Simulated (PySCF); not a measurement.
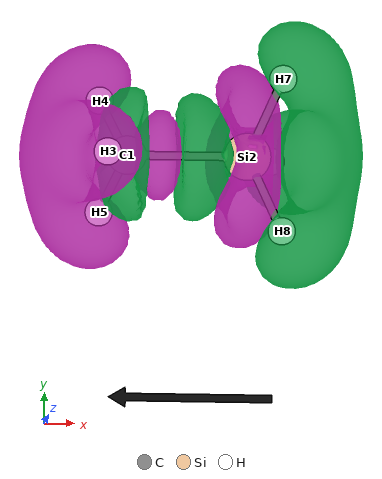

Figure 1: CH$_{6}$Si, SMILES `C[SiH3]`. Change of the electron density in a uniform field of 0.21 V/Å along −x (arrow), surfaces at ±0.0008 e/Å³ (green: gain, purple: loss).

PySCF calculation, HF/6-31+G*, gas phase; geometry: GFN2-xTB. No frequency check shows the geometry to be a minimum. The basis has diffuse s and p functions alone, which still leaves polarisabilities too small, most of all across bonds.

How large is the response?

The induced dipole is 0.37 D (along the field); α along this axis, from the fields in both directions, is 36 bohr³ (5.4 Å³).

Which atoms gain and lose the most charge?

Electrons gather most on Si2 (Hirshfeld charge changes by −0.006 e) and leave C1 most (+0.005 e); 0.036 electrons are displaced in all.
